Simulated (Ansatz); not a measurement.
Frequency calculation, with input and output: TaH$_{3}$Cl$_{4}$O$_{2}$

The run: frequency calculation of TaH$_{3}$Cl$_{4}$O$_{2}$. Method and program: RHF/def2-SVP (Ansatz 0.2.0).

It belongs to a series of runs on one base structure; here: vibrations at the highest image of the band. Figures and captions count atoms from 1; the log counts them from 0 in places.

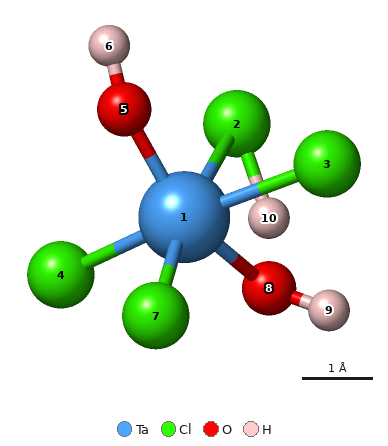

The input geometry (ball-and-stick view, seen at a tilt; atoms are numbered from 1 in the order of the input). Sticks mark near contacts. Bond lengths as drawn: Cl–H 1.46 Å, Cl–Ta 2.30 to 2.85 Å, H–O 0.94 to 0.95 Å and O–Ta 1.83 to 2.04 Å.

Input:
```yaml
crystal:
  periodic: [false, false, false]
  atoms:
    - { symbol: Ta, position_ang: [-0.360022, -0.44239, 0.208711] }
    - { symbol: Cl, position_ang: [2.331223, 0.440401, 0.47802] }
    - { symbol: Cl, position_ang: [-0.468062, -0.4088, 2.590626] }
    - { symbol: Cl, position_ang: [0.168352, -0.650294, -2.072557] }
    - { symbol: O, position_ang: [-0.796875, 1.335077, 0.091557] }
    - { symbol: H, position_ang: [-0.63963, 2.264064, 0.162868] }
    - { symbol: Cl, position_ang: [-2.366382, -1.543576, 0.005214] }
    - { symbol: O, position_ang: [1.0441, -1.889952, 0.524056] }
    - { symbol: H, position_ang: [1.037523, -2.481489, 1.267111] }
    - { symbol: H, position_ang: [2.007874, -0.981941, 0.546694] }
basis:
  gaussian: { orbitals: def2-SVP }
hamiltonian:
  xc: hf
phonons: {}
```

Command:
```bash
ansatz run input.yaml --threads 4 --pin off --max-ram 5120MiB --backend cpu --events-out ev --progress --plain --runs-dir out
```

Output:
```
Engine: ansatz 0.2.0, x86_64-unknown-linux-gnu
Functional definition: HF
  exchange = exact_x
  correlation = 0
1485 factors; integrals over basis functions are off by at most 2.9e-4 eV
mean field evaluation 1: about -55651.4774 eV, gradient 5.7e1 eV
mean field evaluation 2: about -55651.6841 eV, gradient 5.7e1 eV
mean field evaluation 4: about -55658.6792 eV, gradient 5.2e0 eV
mean field evaluation 8: about -55658.7751 eV, gradient 6.2e-1 eV
mean field -55658.77680355 eV, -2045.4223206565 hartree, gradient 6.1e-5 eV, S^2 0.000000; 0 other end points of the search recorded, 0 dependent functions left out
the calculation of the forces begins
reference -55658.77680355 eV, -2045.4223206565 hartree; 50, 50 occupied and 97, 97 virtual orbitals, 1485 factors
these checks for a lower state are left out or cut short: stability, starts, cluster_reference, orbital_swaps, neighbouring_geometries, increment
1485 factors; integrals over basis functions are off by at most 2.9e-4 eV
mean field evaluation 16: about -55658.7727 eV, gradient 1.2e0 eV
mean field -55658.77672092 eV, -2045.4223176199 hartree, gradient 2.6e-6 eV, S^2 0.000000; 0 other end points of the search recorded, 0 dependent functions left out
[... from here on the field's lines of each further geometry are left out, up to the last ...]
the calculation of the forces begins
reference -55658.77679621 eV, -2045.4223203866 hartree; 50, 50 occupied and 97, 97 virtual orbitals, 1485 factors
these checks for a lower state are left out or cut short: stability, starts, cluster_reference, orbital_swaps, neighbouring_geometries, increment
1485 factors; integrals over basis functions are off by at most 2.9e-4 eV
mean field -55658.77678616 eV, -2045.4223200175 hartree, gradient 1.2e-6 eV, S^2 0.000000; 0 other end points of the search recorded, 0 dependent functions left out
the calculation of the forces begins
reference -55658.77678616 eV, -2045.4223200175 hartree; 50, 50 occupied and 97, 97 virtual orbitals, 1485 factors
WARN: phonons: modes at or below zero, which the zero-point energy, F, S and C_V leave out: 1, the lowest at -1283.36 cm⁻¹. A minimum has none, and a first-order saddle one
Total energy: -55658.77680355 eV, -2045.4223206565 hartree
Atom 0 at    -0.360022    -0.442390     0.208711 Å, force     0.006696    -0.006493    -0.001352 eV/Å
Atom 1 at     2.331223     0.440401     0.478020 Å, force    -0.002205    -0.004619    -0.005649 eV/Å
Atom 2 at    -0.468062    -0.408800     2.590626 Å, force    -0.008401    -0.000968    -0.001658 eV/Å
Atom 3 at     0.168352    -0.650294    -2.072557 Å, force     0.007856     0.002302    -0.000690 eV/Å
Atom 4 at    -0.796875     1.335077     0.091557 Å, force    -0.006151     0.003810    -0.002597 eV/Å
Atom 5 at    -0.639630     2.264064     0.162868 Å, force     0.003863    -0.000267     0.002846 eV/Å
Atom 6 at    -2.366382    -1.543576     0.005214 Å, force    -0.001621     0.000306     0.011159 eV/Å
Atom 7 at     1.044100    -1.889952     0.524056 Å, force    -0.002971     0.000755    -0.002977 eV/Å
Atom 8 at     1.037523    -2.481489     1.267111 Å, force    -0.001094    -0.001855    -0.001094 eV/Å
Atom 9 at     2.007874    -0.981941     0.546694 Å, force     0.004028     0.007030     0.002012 eV/Å
Dipole moment:    -0.006100     0.092048     0.207782 e Å
Vibrations: -1283.36 67.61 102.29 110.46 141.08 160.11 168.43 174.80 194.95 253.47 348.03 361.42 400.10 426.05 448.44 502.27 529.67 611.60 768.52 832.90 1084.80 1544.50 4132.10 4213.98 cm⁻¹, zero-point energy 1.089670 eV
```

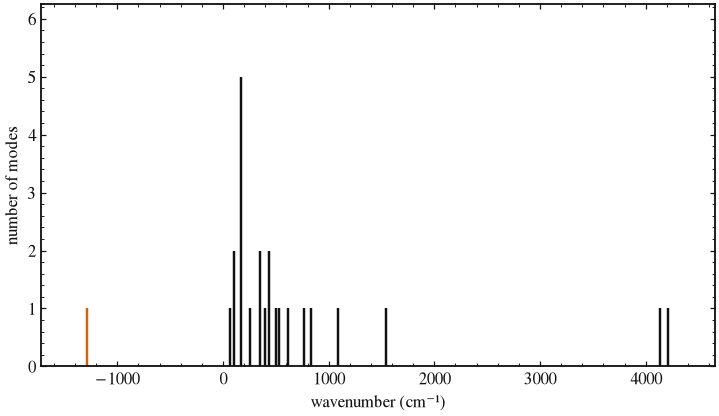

Harmonic vibrational wavenumbers from the force constants; neighbouring modes closer than 25 cm⁻¹ are counted in one stick, and imaginary ones are drawn at negative wavenumbers. 24 modes from 1283i to 4214 cm⁻¹, 1 imaginary beyond 8i (1283i cm⁻¹): a first-order saddle point, if the geometry is stationary.

Results in brief:

```csv
quantity,value
outcome,converged
total energy,−55658.7768 eV
mean-field energy,−55658.7768 eV
largest force (length of the vector),0.011 eV/Å
hardware,"4 threads of AMD EPYC (Zen 5), 32 GiB of memory available, shared host"
wall time,43 s (CPU time 2.6 min)
peak memory,0.49 GiB
```
